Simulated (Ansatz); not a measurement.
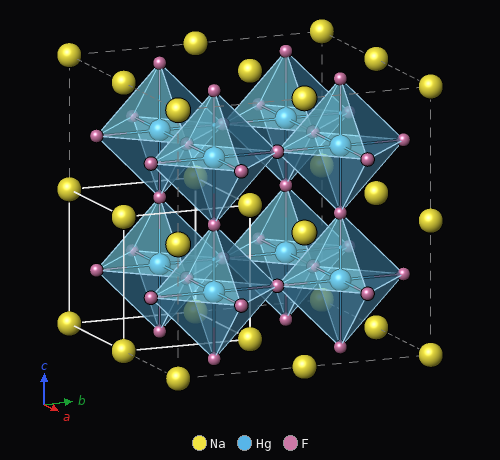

Polyhedra are drawn about Hg (bonds: F–Hg below 2.5 Å); other atoms are plain spheres.

The compound is NaHgF₃ (space group Pm-3m, No. 221), taken as the geometry relaxed with DFT, r2SCAN+rVV10, plane waves, PAW (Ansatz 0.2.0); the starting structure was generated, so it need not be a known form of this composition.

Q: What figure surrounds each Hg atom, and what does it share with the other drawn polyhedra?

A: Hg: HgF6 octahedron, sharing corners with six neighbours.

Q: What is the connectivity of the polyhedra: isolated, groups, chains, layers or framework?

A: They form a three-dimensional framework of corner-sharing octahedra.

Q: How far apart are the centres of linked polyhedra?

A: Centre to centre across a shared corner: 4.48 Å.
